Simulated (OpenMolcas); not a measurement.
# C3H5Ga (SMILES C#[C][GaH][CH3]): a chain of runs

Aim: a single-point energy (HF/ANO-R0), then a single-point energy (CASSCF(2,2)/ANO-R1), then an energy scan (CASPT2(2,2)/ANO-R1), then an energy scan (SC-NEVPT2(2,2)/ANO-R1), then the energy along one coordinate (MC-PDFT[tPBE](2,2)/ANO-R1) of C3H5Ga. 

The calculation is run with OpenMolcas 26.06.

## 1. The molecule

C3H5Ga has 9 atoms, charge 0, and is taken as a singlet. SMILES: `C#[C][GaH][CH3]`. Geometry: relaxed at PBE0-D4/def2-TZVP.

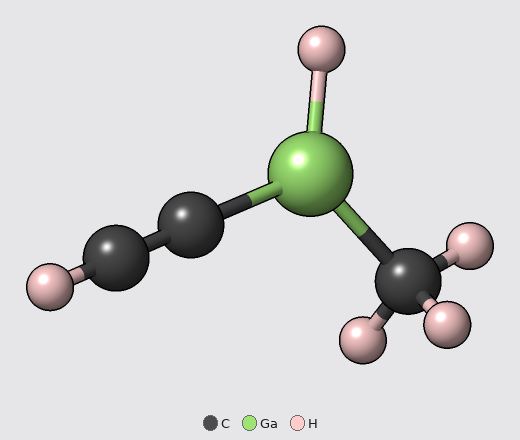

The structure, seen from a chosen angle (carbon dark grey, gallium green, hydrogen pink).

## 2. The energy at HF/ANO-R0 (sfX2C) (run 1)

Contents of coord.xyz:

```xyz
9

C      1.498700     0.816800    -2.138700
C      0.950000     0.745200    -1.062800
Ga     0.068800     0.611200     0.643700
C     -1.036100    -0.972500     0.966400
H      1.983700     0.883100    -3.086100
H      0.292600     1.783100     1.655500
H     -0.451400    -1.877200     0.782100
H     -1.435200    -1.006300     1.980000
H     -1.871000    -0.983500     0.260000
```

Contents of step1.input:

```
&GATEWAY
Coord=coord.xyz
Basis=ANO-R0
Group=NoSym
&SEWARD
&SCF
PrOrbitals=0
&LOCALISATION
Occupied
Freeze
Pipek-Mezey
&LOCALISATION
FileOrb=$Project.LocOrb
Virtual
Pipek-Mezey
```

Launch:

```
$ export MOLCAS_MEM=1860
$ pymolcas step1.input > step1.log
```

Output:

```text
--- Start Module: gateway ---
[...]
--- Stop Module: gateway /rc=_RC_ALL_IS_WELL_ ---
[...]
      Basis functions           38
[...]
       Convergence after  12 Iterations
[...]
::    Total SCF energy                              -2058.2406619094
[...]
      Total spin, S                                     0.0000000000
[...]
      Total electronic charge=   54.000000
      Total            charge=   -0.000000
[...]
      Dipole Moment (debye):
      Origin of the operator (angstrom)=    0.1837    0.4364    0.1741
                   X= -1.2716E-01               Y= -1.2799E+00               Z= -1.3315E+00           Total=  1.8513E+00
      Quadrupole Moment (debye*angstrom):
[...]
--- Start Module: localisation ---
[...]
--- Stop Module: localisation /rc=_RC_ALL_IS_WELL_ ---
--- Start Module: localisation ---
[...]
--- Stop Module: localisation /rc=_RC_ALL_IS_WELL_ ---
[...]
```

Run time: 2.9 s. Hardware: 1 thread of Intel Xeon 6975P-C (Granite Rapids), shared host; peak memory 0.42 GiB.

## 3. A single-point energy at CASSCF(2,2)/ANO-R1 (sfX2C, RICD fitting) (run 2)

coord.xyz is that of step 2.

Contents of step2.inp:

```
* C3H5Ga CASSCF
>>> EXPORT MOLCAS_PRINT=2
&GATEWAY
Coord=coord.xyz
Basis=ANO-R0
Group=NoSym
&SEWARD
&RASSCF
FileOrb=$CurrDir/step1.LocOrb
Alter=2
1 25 27
1 28 29
Spin=1
Nactel=2 0 0
Inactive=26
Ras2=2
OrbListing=Nothing
>>> COPY $Project.RunFile RUNFIL1
>>> COPY $Project.RasOrb INPORB
&GATEWAY
Coord=coord.xyz
Basis=ANO-R1
Group=NoSym
RICD
&SEWARD
>>> COPY $Project.RunFile RUNFIL2
&EXPBAS
&RASSCF
FileOrb=$Project.ExpOrb
Spin=1
Nactel=2 0 0
Inactive=26
Ras2=2
OrbListing=Nothing
OrbAppear=Compact
```

Launch:

```
$ export MOLCAS_MEM=1860
$ pymolcas step2.inp > step2.log
```

Output:

```text
--- Start Module: gateway ---
[...]
      Basis functions           38
[...]
      Number of active orbitals                  2
[...]
      Spin quantum number                      0.0
[...]
      Active orbitals                            2
[...]
      Number of CSFs                             3
[...]
      Number of root(s) required                 1
[...]
      Convergence after 10 iterations
[...]
      printout of CI-coefficients larger than  0.05 for root  1
      energy=   -2058.247288
      conf/sym  11     Coeff  Weight
             1  20   0.99604 0.99210
             3  02  -0.08890 0.00790
      Natural orbitals and occupation numbers for root  1
      sym 1:   1.984194   0.015806
      ************************************************************************************************************************
      *                                                    Final results                                                     *
[...]
::    RASSCF root number  1 Total energy:  -2058.24728797
[...]
      Basis functions          106
[...]
      Convergence after 13 iterations
[...]
      Natural orbitals and occupation numbers for root  1
      sym 1:   1.977423   0.022577
      ************************************************************************************************************************
      *                                                    Final results                                                     *
[...]
::    RASSCF root number  1 Total energy:  -2058.78546577
[...]
      Total electronic charge=   54.000000
      Total            charge=   -0.000000
[...]
      Dipole Moment (debye):
      Origin of the operator (angstrom)=    0.1837    0.4364    0.1741
                   X= -2.7911E-01               Y= -4.5444E-01               Z=  1.2572E-02           Total=  5.3346E-01
      Quadrupole Moment (debye*angstrom):
[...]
```

Run time: 11 s. Hardware: 1 thread of Intel Xeon 6975P-C (Granite Rapids), shared host; peak memory 0.42 GiB.

## 4. The energy along one coordinate at CASPT2(2,2)/ANO-R1 (sfX2C, RICD fitting, ipea shift 0.25 Eh, pt2 variant SS) (run 3)

Contents of step3.inp:

```
>>> COPY $CurrDir/step2.RasOrb $Project.RasOrb
>>> ForEach K in (1, 2, 3, 4, 5, 6, 7, 8, 9)
&GATEWAY
Coord=$CurrDir/point$K.xyz
Basis=ANO-R1
Group=NoSym
RICD
&SEWARD
&RASSCF
FileOrb=$Project.RasOrb
Spin=1
Nactel=2 0 0
Inactive=26
Ras2=2
OrbListing=Nothing
OrbAppear=Compact
&CASPT2
Imaginary=0.2
Frozen=12
>>> EndDo
```

Launch:

```
$ export MOLCAS_MEM=1860
$ pymolcas step3.inp > step3.log
```

Output:

```text
[...]
      Basis functions          106
[...]
      Number of active orbitals                  2
[...]
      Spin quantum number                      0.0
[...]
      Active orbitals                            2
[...]
      Number of CSFs                             3
[...]
      Number of root(s) required                 1
[...]
      Convergence after 11 iterations
[...]
      printout of CI-coefficients larger than  0.05 for root  1
      energy=   -2058.776189
      conf/sym  11     Coeff  Weight
             1  20   0.99581 0.99163
             3  02  -0.09147 0.00837
      Natural orbitals and occupation numbers for root  1
      sym 1:   1.983267   0.016733
      ************************************************************************************************************************
      *                                                    Final results                                                     *
[...]
::    RASSCF root number  1 Total energy:  -2058.77618936
[...]
::    CASPT2 Root  1     Total energy:  -2059.64222905
[...]
      Convergence after 11 iterations
[...]
      Natural orbitals and occupation numbers for root  1
      sym 1:   1.977439   0.022561
      ************************************************************************************************************************
      *                                                    Final results                                                     *
[...]
      Convergence after 11 iterations
[...]
      Convergence after 12 iterations
[...]
      Convergence after 12 iterations
[...]
::    RASSCF root number  1 Total energy:  -2058.66704316
[...]
::    CASPT2 Root  1     Total energy:  -2059.51968436
[...]
      Convergence after 10 iterations
[...]
::    RASSCF root number  1 Total energy:  -2058.66233388
[...]
      Reference weight:           0.81227
[...]
::    CASPT2 Root  1     Total energy:  -2059.51457662
[...]
```

Run time: 88 s. Hardware: 1 thread of Intel Xeon 6975P-C (Granite Rapids), shared host; peak memory 0.16 GiB.

The scan, from its lowest point:

| H6–Ga3 (Å) | energy (kJ/mol) |
| --- | --- |
| 1.408 | 16.3 |
| 1.564 | 0.0 |
| 1.721 | 17.5 |
| 1.955 | 70.4 |
| 2.268 | 151.2 |
| 2.659 | 235.8 |
| 3.129 | 300.5 |
| 3.754 | 338.0 |
| 4.693 | 351.4 |

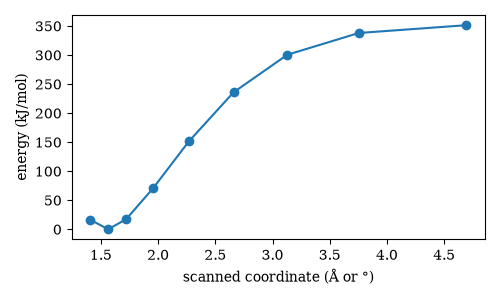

Energy along the scan.

## 5. The energy along one coordinate at SC-NEVPT2(2,2)/ANO-R1 (sfX2C, RICD fitting, pt2 variant SC-NEVPT2) (run 4)

Contents of step4.input:

```
>>> COPY $CurrDir/step2.RasOrb $Project.RasOrb
>>> ForEach K in (1, 2, 3, 4, 5, 6, 7, 8, 9)

&GATEWAY
 Coord=$CurrDir/point$K.xyz
 Basis=ANO-R1
 Group=NoSym
 RICD

&SEWARD

&RASSCF
 FileOrb=$Project.RasOrb
 Spin=1
 Nactel=2 0 0
 Inactive=26
 Ras2=2
 OrbListing=Nothing
 OrbAppear=Compact

&CASPT2
 SC-NEVPT2
 Frozen=12
>>> EndDo
```

Launch:

```
$ export MOLCAS_MEM=1860
$ pymolcas step4.input > step4.log
```

Output:

```text
--- Start Module: gateway ---
[...]
      Basis functions          106
[...]
      Number of active orbitals                  2
[...]
      Spin quantum number                      0.0
[...]
      Active orbitals                            2
[...]
      Number of CSFs                             3
[...]
      Number of root(s) required                 1
[...]
      Convergence after 11 iterations
[...]
      printout of CI-coefficients larger than  0.05 for root  1
      energy=   -2058.776189
      conf/sym  11     Coeff  Weight
             1  20   0.99581 0.99163
             3  02  -0.09147 0.00837
      Natural orbitals and occupation numbers for root  1
      sym 1:   1.983267   0.016733
      ************************************************************************************************************************
      *                                                    Final results                                                     *
[...]
::    RASSCF root number  1 Total energy:  -2058.77618936
[...]
::    SC-NEVPT2 Root  1     Total energy:  -2059.63558559
[...]
      Convergence after 11 iterations
[...]
      Natural orbitals and occupation numbers for root  1
      sym 1:   1.977439   0.022561
      ************************************************************************************************************************
      *                                                    Final results                                                     *
[...]
      Convergence after 11 iterations
[...]
      Convergence after 12 iterations
[...]
      Convergence after 12 iterations
[...]
::    RASSCF root number  1 Total energy:  -2058.66704316
[...]
::    SC-NEVPT2 Root  1     Total energy:  -2059.51819176
[...]
      Convergence after 10 iterations
[...]
::    RASSCF root number  1 Total energy:  -2058.66233388
[...]
::    SC-NEVPT2 Root  1     Total energy:  -2059.51350369
[...]
```

Run time: 90 s. Hardware: 1 thread of Intel Xeon 6975P-C (Granite Rapids), shared host; peak memory 0.16 GiB.

The scan, from its lowest point:

```
H6–Ga3 (Å)  energy (kJ/mol)
     1.408             18.3
     1.564              0.0
     1.721             15.7
     1.955             66.6
     2.268            145.4
     2.659            228.1
     3.129            291.0
     3.754            326.5
     4.693            338.8
```

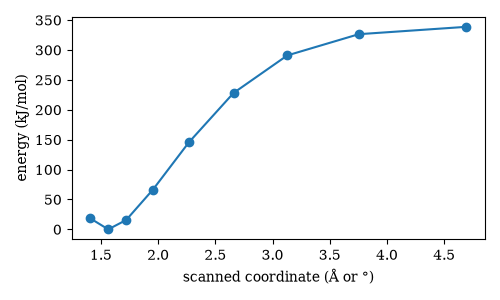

Energy along the scan.

## 6. The energy along one coordinate at MC-PDFT[tPBE](2,2)/ANO-R1 (sfX2C, RICD fitting) (run 5)

Contents of step5.input:

```
* C3H5Ga MC-PDFT
>>> COPY $CurrDir/step2.RasOrb $Project.RasOrb
>>> ForEach K in (1, 2, 3, 4, 5, 6, 7, 8, 9)
&GATEWAY
COORD=$CurrDir/point$K.xyz
BASIS=ANO-R1
GROUP=NoSym
RICD
&SEWARD
&RASSCF
FILEORB=$Project.RasOrb
SPIN=1
NACTEL=2 0 0
INACTIVE=26
RAS2=2
ORBLISTING=Nothing
ORBAPPEAR=Compact
&MCPDFT
KSDFT=T:PBE
>>> EndDo
```

Launch:

```
$ export MOLCAS_MEM=1860
$ pymolcas step5.input > step5.log
```

Output:

```text
--- Start Module: gateway ---
[...]
      Basis functions          106
[...]
      Number of active orbitals                  2
[...]
      Spin quantum number                      0.0
[...]
      Active orbitals                            2
[...]
      Number of CSFs                             3
[...]
      Number of root(s) required                 1
[...]
      Convergence after 11 iterations
[...]
      printout of CI-coefficients larger than  0.05 for root  1
      energy=   -2058.776189
      conf/sym  11     Coeff  Weight
             1  20   0.99581 0.99163
             3  02  -0.09147 0.00837
      Natural orbitals and occupation numbers for root  1
      sym 1:   1.983267   0.016733
      ************************************************************************************************************************
      *                                                    Final results                                                     *
[...]
::    RASSCF root number  1 Total energy:  -2058.77618936
[...]
::    MCPDFT root number  1 Total energy:  -2060.75833803
[...]
      Convergence after 11 iterations
[...]
      Natural orbitals and occupation numbers for root  1
      sym 1:   1.977439   0.022561
      ************************************************************************************************************************
      *                                                    Final results                                                     *
[...]
      Convergence after 11 iterations
[...]
      Convergence after 12 iterations
[...]
      Convergence after 12 iterations
[...]
::    RASSCF root number  1 Total energy:  -2058.66704316
[...]
::    MCPDFT root number  1 Total energy:  -2060.63536358
[...]
      Convergence after 10 iterations
[...]
::    RASSCF root number  1 Total energy:  -2058.66233388
[...]
::    MCPDFT root number  1 Total energy:  -2060.63098268
[...]
```

It took 92 s on 1 thread of Intel Xeon 6975P-C (Granite Rapids), shared host; peak memory 0.16 GiB.

The scan, from its lowest point:

```
H6–Ga3 (Å)  energy (kJ/mol)
     1.408             18.1
     1.564              0.0
     1.721             15.3
     1.955             65.4
     2.268            144.4
     2.659            230.1
     3.129            299.6
     3.754            341.0
     4.693            352.5
```

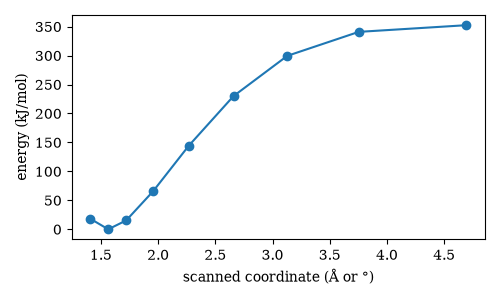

Energy along the scan.

## 7. Summary of results

```
                                                   quantity           value
                             run 1, HF/ANO-R0: total energy  -2058.24066 Eh
                            run 1, HF/ANO-R0: dipole moment          1.85 D
                              run 1, HF/ANO-R0: HOMO energy       -11.59 eV
                              run 1, HF/ANO-R0: LUMO energy         0.08 eV
                            run 1, HF/ANO-R0: HOMO–LUMO gap        11.67 eV
                    run 2, CASSCF(2,2)/ANO-R1: total energy  -2058.78547 Eh
  run 2, CASSCF(2,2)/ANO-R1: dipole moment (CASSCF density)          0.53 D
       run 3, CASPT2(2,2)/ANO-R1: lowest energy of the scan  -2059.64843 Eh
    run 4, SC-NEVPT2(2,2)/ANO-R1: lowest energy of the scan  -2059.64255 Eh
run 5, MC-PDFT[tPBE](2,2)/ANO-R1: lowest energy of the scan  -2060.76524 Eh
```

In words: Mulliken charges (run 2, CASSCF(2,2)/ANO-R1) run from -0.46 on C4 to +0.74 on Ga3; they depend strongly on the basis.
